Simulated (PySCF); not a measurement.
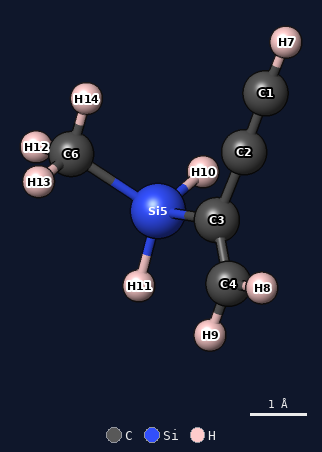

This is the input geometry for a relaxation of C$_{5}$H$_{8}$Si. Style: ball-and-stick. Shown from a free direction.

The start comes from GFN2-xTB. Its atoms were then displaced at random by about 0.01 Å.

The calculation used PySCF, PBE0-D3(BJ)/def2-SVP geometry optimisation, gas phase.

```xyz
14

C    -1.2605    1.9374    1.4442
C    -1.1649    1.0492    0.6615
C    -0.9854   -0.0369   -0.2235
C    -1.7630   -0.2319   -1.2421
Si    0.5287   -1.1533    0.1367
C     2.1085   -0.1074   -0.0421
H    -1.3953    2.7624    2.1060
H    -2.6191    0.4219   -1.4420
H    -1.6616   -1.0559   -1.8956
H     0.4194   -1.6663    1.5279
H     0.5082   -2.2544   -0.8116
H     3.0015   -0.7096    0.1706
H     2.1799    0.2994   -1.0548
H     2.0963    0.7302    0.6570
```

**Predict the outcome.**

The energy falls by 19.5 kJ/mol in 5 geometry steps. The atom that moves furthest after the best rigid fit is H11 (0.14 Å). By element the largest moves are H 0.14 Å, C 0.10 Å, Si 0.06 Å. Among the contacts that change: C3–C4 1.296 → 1.347 Å, Si5–H11 1.453 → 1.496 Å, C4–H9 1.057 → 1.094 Å, Si5–C6 1.903 → 1.875 Å. Among the angles between lasting bonds that change: C2–C1–H7 176.3° → 178.7°, C3–C4–H9 123.1° → 120.9°.

Final geometry:

```xyz
14

C    -1.2090    2.0165    1.4187
C    -1.1426    1.0869    0.6384
C    -0.9793   -0.0323   -0.2291
C    -1.8389   -0.2997   -1.2314
Si    0.5358   -1.1198    0.0936
C     2.1035   -0.0948    0.0140
H    -1.2875    2.8462    2.0963
H    -2.7127    0.3304   -1.4268
H    -1.6890   -1.1637   -1.8851
H     0.4020   -1.7456    1.4457
H     0.5333   -2.1989   -0.9429
H     2.9917   -0.7193    0.1959
H     2.2094    0.3812   -0.9725
H     2.0763    0.6978    0.7774
```

After the run, drawn alike:

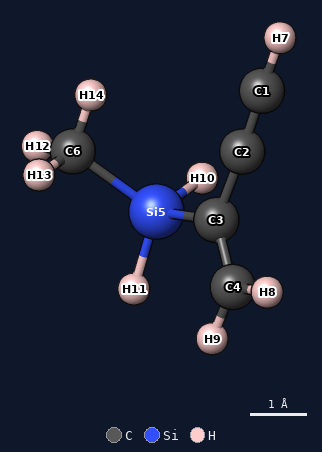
